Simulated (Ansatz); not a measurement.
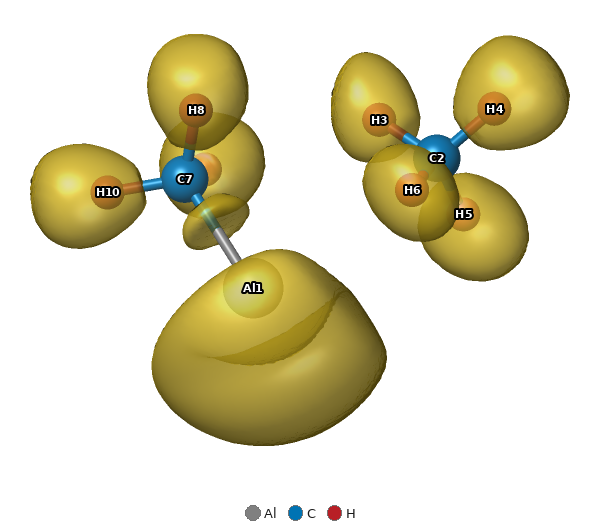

*CH$_{3}$Al···CH$_{4}$. Isosurface of the electron localisation function at 0.9 (yellow), seen at a tilt. Core shells and regions of very low density are left out.*

Level of theory: RKS PBE0/6-31G* in Ansatz.

```xyz
10

Al    0.2876    0.8121   -1.3287
C     1.2621   -0.0678    1.5620
H     0.2015   -0.3169    1.4789
H     1.6869   -0.5995    2.4181
H     1.3858    1.0092    1.7072
H     1.8030   -0.3747    0.6522
C    -1.4790    0.0015   -0.8378
H    -1.4132   -1.0224   -0.4354
H    -2.0198    0.6063   -0.0884
H    -2.1309   -0.0476   -1.7277
```

Q: Where are the electrons localised?

A: At this value the surface marks out one region between bonded Al–C atoms (shared pairs), seven regions around hydrogen nuclei and one lobe on Al, pointing away from the bonds (lone pairs).

Values along the shortest contacts:
C2···Al1 (3.17 Å): the ELF dips to about 0.05 between them. C–Al (2.00 Å): the ELF peaks at about 0.95 between the atoms; a polar covalent bond.
